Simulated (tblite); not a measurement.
# CH11FGeSi3: the cost of one run

The runs use tblite 0.8.0 and PySCF 2.14.0, with density-fitted response routines of our own; the level of theory stands in each step. All values are computed, except where a source is named. Atoms are numbered from 0 throughout.

## (1) The molecule as given

17 atoms, charge 0, multiplicity 1; geometry from: force field or distance geometry start.

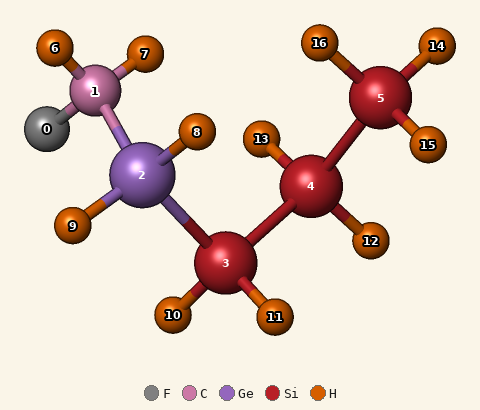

As it starts; fluorine grey, carbon pink, germanium purple, silicon red, hydrogen orange, atoms numbered.

## (2) Relaxing the molecule with GFN2-xTB

The job: settings as JSON, then the geometry in Å.

```
{"job": {"kind": "relax", "xc": "GFN2-xTB", "basis": "xTB"}, "charge": 0, "multiplicity": 1}
F      2.914400     0.110100     1.137000
C      2.176200     1.002900     0.354100
Ge     1.483000     0.067600    -1.188100
Si     0.108300    -1.646900    -0.490700
Si    -1.326000    -0.860400     1.037900
Si    -2.390300     0.903100     0.161400
H      2.840900     1.829700     0.028500
H      1.347100     1.414100     0.964800
H      0.642600     1.061700    -2.035900
H      2.633900    -0.497600    -2.037900
H      0.924000    -2.713400     0.128200
H     -0.636000    -2.199200    -1.628700
H     -2.302400    -1.900000     1.399300
H     -0.577200    -0.436500     2.223600
H     -3.340700     1.445700     1.151300
H     -3.107700     0.490200    -1.036800
H     -1.397300     1.941000    -0.177800
```

Run with:

```bash
> OMP_NUM_THREADS=1 python probes_run.py task.json out
```

This one command runs all jobs of the session in turn.

**Question.** How long does this first job take on 1 thread of Arm Neoverse N1, shared host, and how much memory does it need?

About 2.2 s, with a peak of 0.18 GiB.
